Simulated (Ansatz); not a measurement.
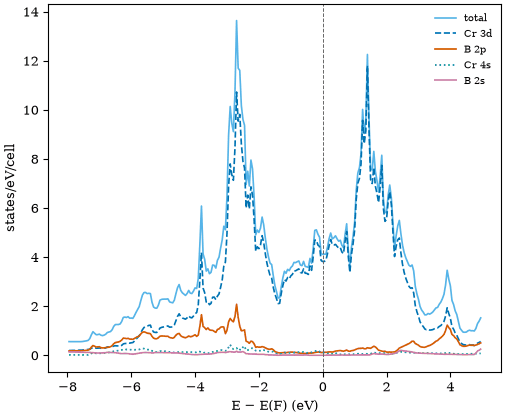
Figure: Total and projected density of states of Cr2B in space group I4/mcm (No. 140; Cr on 8h, B on 4a), plane-wave PAW r²SCAN (Ansatz code)

Task: Which orbitals carry the states next to the Fermi level?

Result: Within 0.5 eV of the Fermi level: Cr 3d 93 %. Projections are on Löwdin-orthogonalised atomic valence shells; empty p or d shells of many metals are not among them.

Task: Where is the tallest occupied peak in this window, and what makes it?

Result: Near -2.7 eV, about 14 states/eV per cell; the largest projected share is Cr 3d.

The workflow started from an entry of the Crystallography Open Database (COD). Its standing as an ambient phase is unchecked. The r²SCAN relaxation kept the symmetry of its start; its stability against distortions is not shown here. The workflow began spin-polarised and lost its moments.

Potentials: the later of the program's two PAW sets.
